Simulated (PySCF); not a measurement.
# C₄H₆N₂O₂Si: what the fields show

```yaml
atoms:
  - { symbol: O, position_ang: [1.4272, -1.5535, 0.3515] }
  - { symbol: C, position_ang: [1.6256, -0.3982, 0.0267] }
  - { symbol: O, position_ang: [2.8422, 0.1057, -0.1647] }
  - { symbol: C, position_ang: [0.5427, 0.5426, -0.1797] }
  - { symbol: C, position_ang: [0.4684, 1.8756, -0.5362] }
  - { symbol: N, position_ang: [-0.8280, 2.2719, -0.5818] }
  - { symbol: C, position_ang: [-1.5289, 1.2044, -0.2617] }
  - { symbol: N, position_ang: [-0.7602, 0.1122, -0.0027] }
  - { symbol: Si, position_ang: [-1.3185, -1.5324, 0.4849] }
  - { symbol: H, position_ang: [3.4713, -0.6118, 0.0055] }
  - { symbol: H, position_ang: [1.2962, 2.5484, -0.7572] }
  - { symbol: H, position_ang: [-2.6173, 1.1667, -0.2013] }
  - { symbol: H, position_ang: [-0.8606, -1.8737, 1.8532] }
  - { symbol: H, position_ang: [-2.7986, -1.3272, 0.5005] }
  - { symbol: H, position_ang: [-0.9795, -2.5472, -0.5415] }
```

Geometry: PBE0-D3(BJ)/def2-SVP.

All numbers below come from PBE0/pcSseg-1, SCF density, gas phase, non-relativistic (PySCF).

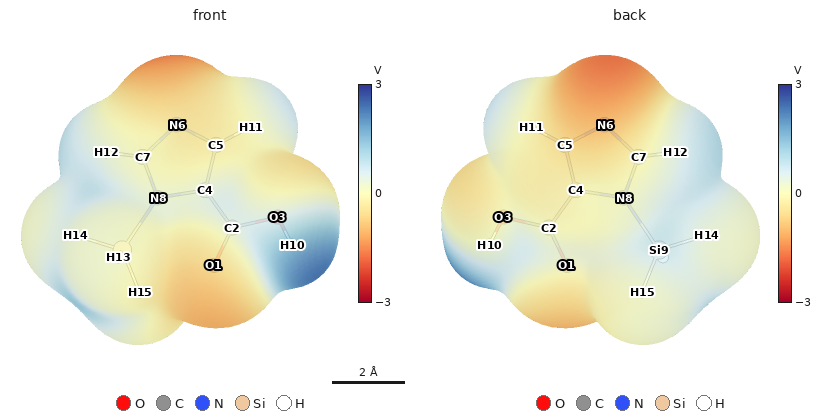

Figure 1. The electrostatic potential painted on the density surface at 0.001 e/bohr³, seen from the front and from behind; the colour scale runs from red (negative) to blue (positive).

Which sites attract a positive test charge, and which a negative one?

Answer. A positive charge is drawn to the negative regions and a negative charge to the positive ones. The most negative region (about −1.7 V) lies over N6, the most positive (about +2.3 V) over H10. N6 is the likeliest acceptor of a hydrogen bond.

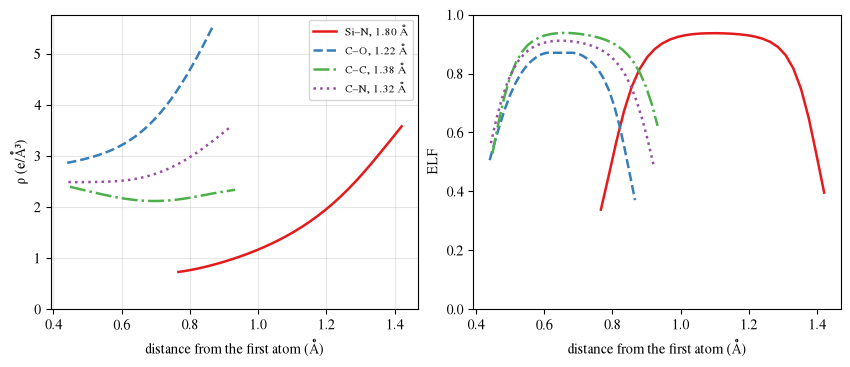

Figure 2. Electron density and ELF along straight lines between neighbouring atoms. The curves leave out the atomic cores.

Compare the contacts.

Answer. Si–N (1.80 Å): ρ is about 0.93 e/Å³ halfway; the ELF peaks at about 0.95 between the atoms: a polar covalent bond.
C–O (1.22 Å): the density is about 3.2 e/Å³ at the midpoint; the ELF peaks at about 0.85 between the atoms; a short, multiple covalent bond.
C–C (1.38 Å): ρ is about 2.1 e/Å³ halfway; the ELF peaks at about 0.95 between the atoms (a covalent bond).
C–N (1.32 Å): ρ at the midpoint is about 2.6 e/Å³; the ELF peaks at about 0.90 between the atoms, as expected for a covalent bond.
